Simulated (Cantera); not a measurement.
Feed: 1 mol SiCl4, 4.7 mol HCl, 1100 mol H2, at 0.100 bar.

These are equilibrium values from Cantera (NASA tables, ideal gas, pure condensed phases), not measurements of a reactor. Candidate condensed phases: Si; 19 gas species. The tables' values for SiCl are old estimates; treat these amounts as uncertain. Gases not in the tables: Si2H6 and higher silanes. Equilibrium is a limit: real reactors are often held back by kinetics, nucleation or transport.

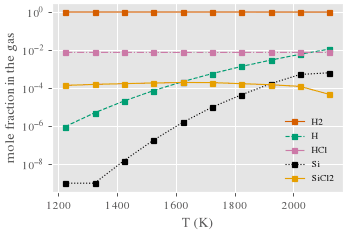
Equilibrium gas composition (values under 1e-9 drawn at 1e-9)

### Question
Read off the mole fractions at 1223 K.

### Answer
H2 about 0.99, HCl about 0.0075, SiCl2 about 0.00014, H about 9.5e-7.
